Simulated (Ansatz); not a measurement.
**PH2 (SMILES [PH2]): U-r2SCAN0/3-21G**

Aim: the vertical doublet–quartet gap of PH2 at U-r2SCAN0/3-21G, from 2 runs. 

Program for the calculation: Ansatz 0.2.0.

46 further runs of the same task are left out: 46 set aside as unsound or not needed.

## Step 1: The system as given

PH2 has 3 atoms, charge 0, and is taken as a doublet. SMILES: `[PH2]`. The shape is that of a GFN2-xTB optimisation.

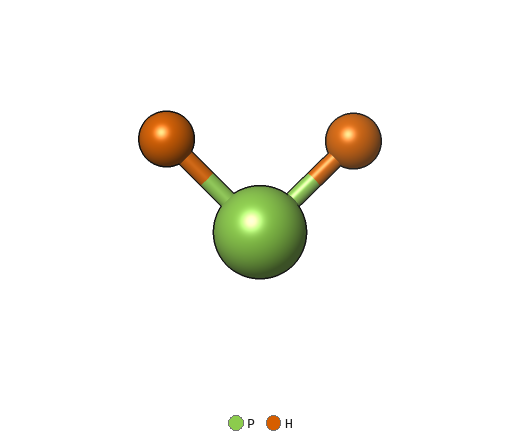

Viewed from a chosen angle; phosphorus green, hydrogen orange.

## Step 2: A single-point energy at U-r2SCAN0/3-21G

File molecule.yaml:

```yaml
crystal:
  periodic: [false, false, false]
  atoms:
    - {symbol: P, position_ang: [0.514470, -0.302750, 0.252680]}
    - {symbol: H, position_ang: [0.111510, 1.027360, 0.172420]}
    - {symbol: H, position_ang: [-0.625980, -0.724620, -0.425100]}
basis:
  gaussian:
    orbitals: 3-21G.json
magnetization:
  spin_polarized: true
  initial_magnetization: 1
hamiltonian:
  xc: {name: r2SCAN0}
accuracy: high
```

The basis set 3-21G is read from a file made from the Basis Set Exchange's data (not shown).

Launch:

```sh
ansatz run molecule.yaml --threads 1 --pin off --max-ram 2610MiB --events-out events.jsonl --progress --plain --runs-dir runs
```

Output:

```text
Warning: RAYON_NUM_THREADS=1 ignored (pool sized by the plan → 1); use --threads N
Functional definition: r2SCAN0
  name "r2SCAN0"
  parameter a = 0.25
  parameter k0 = 0.174
  parameter k1 = 0.065
  parameter a1 = 4.9479
  exchange = (1 - a)*r2scan_x(k0 = k0, k1 = k1, a1 = a1) + a*exact_x
  correlation = r2scan_c
323 factors; integrals over basis functions are off by at most 2.1e-9 eV
mean field evaluation 1: about -9270.8033 eV, gradient 3.3e0 eV
mean field evaluation 2: about -9270.8717 eV, gradient 2.0e0 eV
mean field evaluation 4: about -9270.8996 eV, gradient 2.5e-1 eV
mean field evaluation 8: about -9270.8888 eV, gradient 3.4e-3 eV
mean field evaluation 16: about -9270.8888 eV, gradient 3.9e-7 eV
mean field -9270.88882567 eV, -340.6988803092 hartree, gradient 2.5e-8 eV, S^2 0.753363; 0 other end points of the search recorded, 0 dependent functions left out
reference -9270.88882633 eV, -340.6988803334 hartree; 9, 8 occupied and 8, 9 virtual orbitals, 323 factors
Total energy: -9270.88882633 eV, -340.6988803334 hartree
```

Wall time 2.3 s (1 thread of Arm Neoverse V1, shared host); peak memory 0.15 GiB.

## Step 3: The quartet at the same level

Changes to molecule.yaml since step 2:

```diff
@@ -7,9 +7,5 @@
 basis:
-  gaussian:
-    orbitals: 3-21G.json
-magnetization:
-  spin_polarized: true
-  initial_magnetization: 1
-hamiltonian:
-  xc: {name: r2SCAN0}
+  gaussian: {orbitals: 3-21G.json}
+magnetization: {spin_polarized: true, initial_magnetization: 3}
 accuracy: high
+hamiltonian: {xc: {name: r2SCAN0}}
```

The basis set 3-21G is read from a file made from the Basis Set Exchange's data (not shown).

Launch:

```sh
ansatz run molecule.yaml --threads 1 --pin off --max-ram 2610MiB --events-out events.jsonl --progress --plain --runs-dir runs
```

Output, cut to the lines that bear on the results:

```text
Warning: RAYON_NUM_THREADS=1 ignored (pool sized by the plan → 1); use --threads N
[... 8 set-up lines as earlier in the session ...]
323 factors; integrals over basis functions are off by at most 2.1e-9 eV
mean field evaluation 1: about -9264.0601 eV, gradient 2.7e0 eV
mean field evaluation 2: about -9264.1489 eV, gradient 6.3e-1 eV
mean field evaluation 4: about -9264.1543 eV, gradient 2.6e-2 eV
mean field evaluation 8: about -9264.1457 eV, gradient 2.1e-3 eV
mean field evaluation 16: about -9264.1457 eV, gradient 7.4e-7 eV
mean field -9264.14574291 eV, -340.4510765883 hartree, gradient 5.0e-9 eV, S^2 3.751072; 2 other end points of the search recorded, 0 dependent functions left out
reference -9264.14574361 eV, -340.4510766141 hartree; 10, 7 occupied and 7, 10 virtual orbitals, 323 factors
Total energy: -9264.14574361 eV, -340.4510766141 hartree
```

Wall time 2.9 s (1 thread of Arm Neoverse V1, shared host); peak memory 0.15 GiB.

## Step 4: Summary of results

Level: U-r2SCAN0/3-21G.

| quantity | value |
| --- | --- |
| doublet: total energy | -340.69888 Eh |
| doublet: ⟨S²⟩ | 0.753 |
| quartet: total energy | -340.45108 Eh |
| quartet: ⟨S²⟩ | 3.751 |
| vertical energy of the quartet above the doublet | 6.743 eV |

What this shows: At this shape the quartet lies 6.74 eV (651 kJ/mol) above the doublet.
